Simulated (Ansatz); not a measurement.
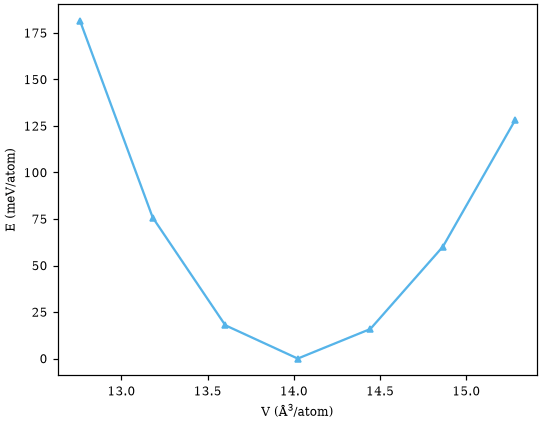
*Os (hcp (Mg type), space group No. 194) under volume change, DFT-r²SCAN in the program Ansatz with PAW potentials, shape and atoms relaxed at each volume.*

Task: What does a third-order Birch–Murnaghan fit give for V₀, B₀ and B′?

Result: V₀ = 14.02 Å³/atom, B₀ = 427 GPa, B′ = 4.7.

Space group P6_3/mmc (hcp (Mg type)). The r²SCAN relaxation kept the symmetry of its start. No spin polarisation was allowed. Spin–orbit coupling is left out wherever it is not named.

Potentials: the earlier of the program's two PAW sets. The files were generated under PBE; for other functionals the program regenerates the frozen cores, and for LDA and PBEsol the local potential too.
